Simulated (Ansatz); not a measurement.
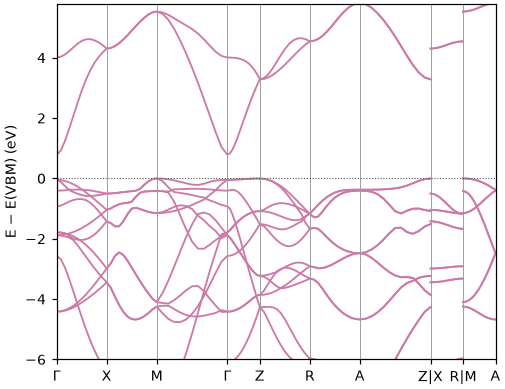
Figure: Band structure from PBE (plane waves, PAW; program Ansatz)

Problem. Read off the gap and where the band edges lie.

Solution. About 0.8 eV (0.79 eV by a search for the band edges); maximum at M, minimum at Γ.

The material is SnO2 in space group P4_2/nmc (No. 137; Sn on 2a, O on 4d).

The cell is a constructed one: a structure type filled with these elements; neither database checked (COD, Materials Project) lists it. It is not the phase usual at ambient conditions (space group No. 136). The PBE relaxation kept the symmetry of its start; whether a distortion lowers the energy is not shown. Scalar-relativistic: spin–orbit coupling is off unless named, which matters more the heavier the elements.

Potentials: the later of the program's two PAW sets.
